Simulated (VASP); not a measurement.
Energy against volume of Pt (fcc). Calculation: LDA (Ceperley-Alder, Perdew-Zunger), VASP's LDA PAW potentials (set 64) (plane waves; VASP).

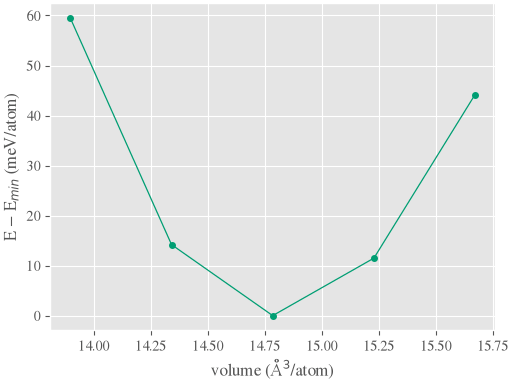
Fig. 1. Energy against volume

Problem. Estimate the equilibrium volume and the bulk modulus.

Solution. The minimum lies near 14.8 Å³/atom, and the curvature gives B0 of about 310 GPa.

Measured: bulk modulus 289 GPa at 0 K (computed value off by +6.3 %), as given by H. Levämäki et al., Physical Review B (2014), arXiv:1402.3671 [corrected for temperature and zero-point phonon effects]; a 3.913 Å at 0 K (computed value off by -0.4 %), as given by Daniel Mejia-Rodriguez et al., Physical Review B (2018), arXiv:1807.09216 [static lattice: zero-point anharmonic expansion removed].

The compound is Pt in the fcc structure. It was relaxed first.
